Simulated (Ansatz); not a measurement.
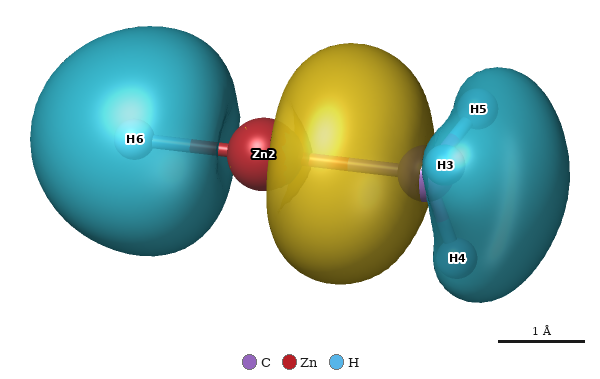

The picture shows: CH$_{4}$Zn (SMILES [CH3][ZnH]). The HOMO at ±0.08 Å⁻³ᐟ² (yellow and cyan are the two phases), seen at a tilt.

Geometry: PBE0-D4/def2-SVP.

All numbers below come from isolated molecule in a Gaussian basis; Kohn-Sham density functional theory, functional PBE0 in Ansatz.

Input file:

```
crystal:
  periodic: [false, false, false]
  atoms:
    - {symbol: C, position_ang: [-0.167524, -0.414338, -0.557630]}
    - {symbol: Zn, position_ang: [0.314336, 0.700197, 0.960755]}
    - {symbol: H, position_ang: [0.624822, -1.144728, -0.790915]}
    - {symbol: H, position_ang: [-1.092276, -0.982957, -0.364737]}
    - {symbol: H, position_ang: [-0.335887, 0.189009, -1.465006]}
    - {symbol: H, position_ang: [0.698528, 1.588817, 2.171331]}
basis:
  gaussian:
    orbitals: def2-TZVPD
total_charge: 0
hamiltonian:
  xc: pbe0
output:
  forces: true
  orbitals: {seedname: orbitals}
```

Run with:

```sh
ansatz run input.yaml --threads 2 --pin off --max-ram 5220MiB --events-out events.jsonl --progress --plain --runs-dir runs
```

### What is the character of this orbital?

It lies mainly on C1 (about 40 %), Zn2 (about 25 %) and H6 (about 25 %). Its energy is −7.54 eV.
